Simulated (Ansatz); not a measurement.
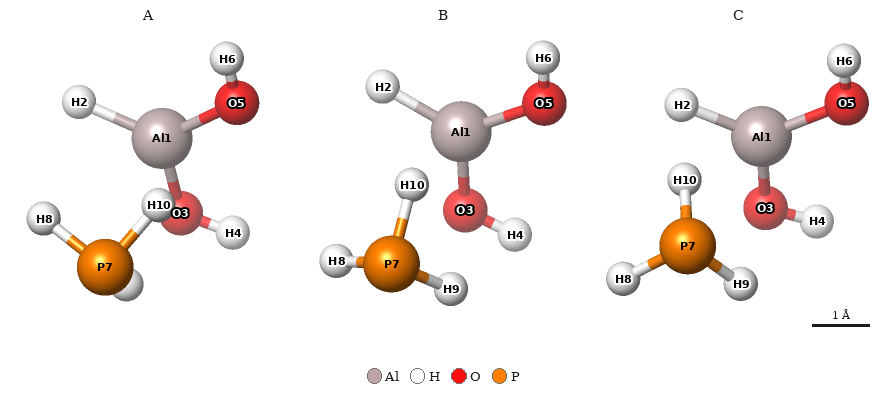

3 geometries from one relaxation of AlPH6O2, in shuffled order. A ball-and-stick model, seen from a free direction.

The run prepares an end point of a later path (reaction) calculation, from a guessed geometry.

Computed with Ansatz, RKS PBE/6-31G*. (no spin polarisation; force threshold 0.03 eV/Å; at most 50 steps)

### Put them in the order of the run, from the start to the converged end.

C, B, A. They are steps 0, 9, 22, at +0.203 eV, +0.039 eV relative to the last. The largest move after the best rigid fit is that of H10, 1.43 Å. Largest moves by element: H 1.43 Å, P 0.43 Å, O 0.39 Å, Al 0.19 Å. Some distances before and after: Al1–H10 2.351 → 2.873 Å, Al1–P7 3.484 → 3.535 Å, Al1–H2 1.569 → 1.591 Å, P7–H10 1.433 → 1.440 Å. Bond angles that change, for instance: Al1–O3–H4 115.3° → 117.3°. The energy falls by 0.203 eV in 19 accepted moves (22 points after the start). The largest force component goes from 0.46 to 0.0088 eV/Å. The line search rejected the trial steps at points 7, 16, 21 of the run. Cost: 110 s on 1 thread of Arm Neoverse N1, on a shared host, peak memory 0.13 GiB.
